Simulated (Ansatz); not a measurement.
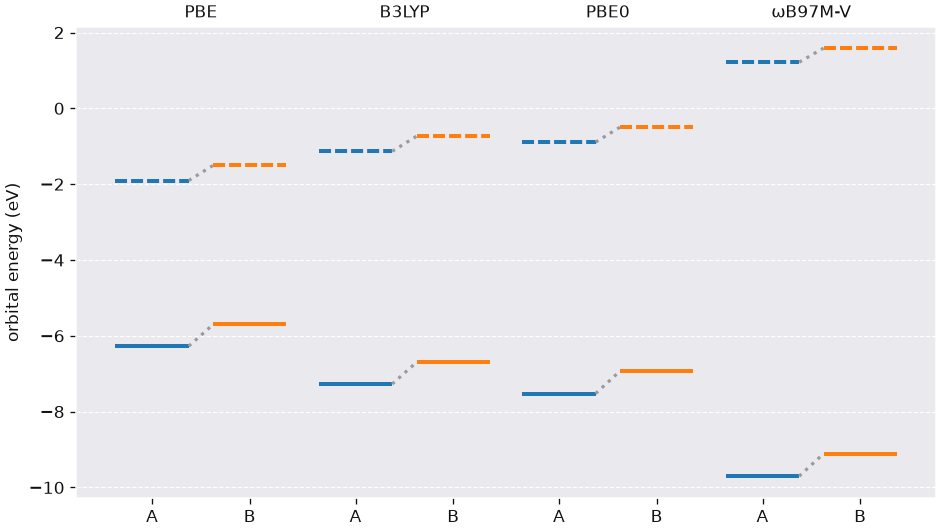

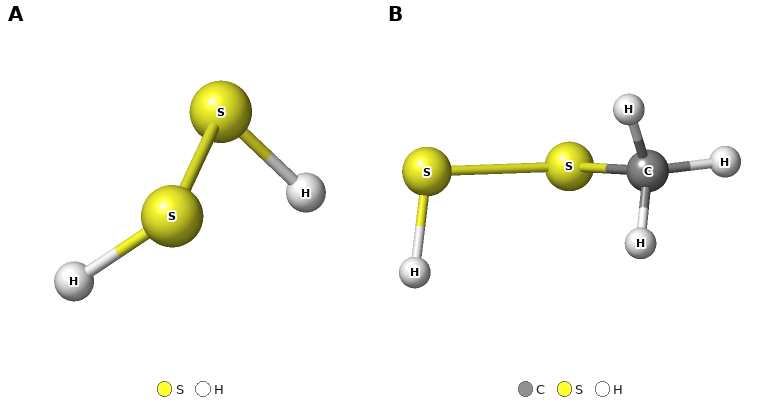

One change: A, H₂S₂ (SMILES SS), becomes B, CH₄S₂ (SMILES CSS). H on S is replaced by CH₃. HOMO (solid) and LUMO (dashed) computed in def2-TZVPP at PBE0-D4/def2-TZVP geometries, both minima by their frequencies, gas phase, the Ansatz code. Empty levels above zero depend strongly on the basis.

Question: What does the change do to HOMO and LUMO?

Answer: PBE: the HOMO rises by 0.57 eV, the LUMO rises by 0.40 eV, and the separation goes from 4.37 to 4.20 eV. B3LYP: the HOMO rises by 0.58 eV, the LUMO rises by 0.40 eV, and the separation goes from 6.14 to 5.96 eV. PBE0: the HOMO rises by 0.60 eV, the LUMO rises by 0.40 eV, and the separation goes from 6.63 to 6.43 eV. ωB97M-V: the HOMO rises by 0.59 eV, the LUMO rises by 0.37 eV, and the separation goes from 10.92 to 10.70 eV.

Question: Do the functionals agree on the effect?

Answer: They agree on the direction for both levels; the HOMO shift lies between 0.57 and 0.60 eV and the LUMO shift between 0.37 and 0.40 eV, while the separations themselves differ by up to 6.6 eV between functionals.
